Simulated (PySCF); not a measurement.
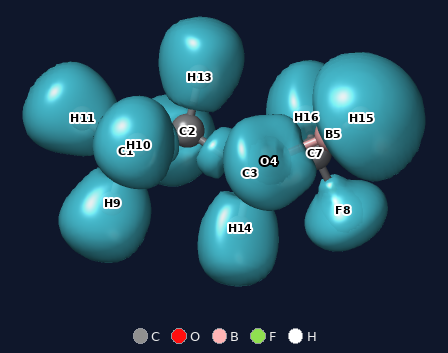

Figure 1: C4H8BFO2. Isosurface of the electron localisation function at 0.75 (cyan), seen from one side. Only the valence region is drawn (cores and ρ < 0.01 e/Å³ removed).

Geometry: GFN2-xTB.

Computed with PBE0/def2-SVPD, SCF density, gas phase in PySCF 2.14.0.

```
atom    x (Å)    y (Å)    z (Å)
   C   2.1319   0.4640  -0.3837
   C   1.0440  -0.2540   0.4060
   C  -0.2712  -0.2875  -0.3714
   O  -0.7598   1.0241  -0.5980
   B  -1.9550   1.1623   0.0081
   O  -2.3510   0.0198   0.6562
   C  -1.4248  -0.9695   0.4058
   F  -2.0055  -1.9474  -0.3707
   H   2.3479  -0.0690  -1.3064
   H   1.8034   1.4690  -0.6338
   H   3.0447   0.5275   0.2027
   H   1.3463  -1.2814   0.6191
   H   0.8737   0.2627   1.3535
   H  -0.1340  -0.7798  -1.3415
   H  -2.5795   2.1379   0.0082
   H  -1.1187  -1.4696   1.3345
```

### Identify the bonds, lone pairs and shells in this picture.

The ELF exceeds this value in three regions between bonded C–C atoms (shared pairs), eight regions around hydrogen nuclei, one region on F in which the atom's valence shell and bonds are merged and two regions on O in which the atom's valence shell and bonds are merged. Profiles from the grid: B–O (1.35 Å): the ELF peaks at about 0.90 between the atoms; a short, strongly polar bond. C–F (1.38 Å): the ELF peaks at about 0.85 between the atoms (a shared but strongly polarised pair).
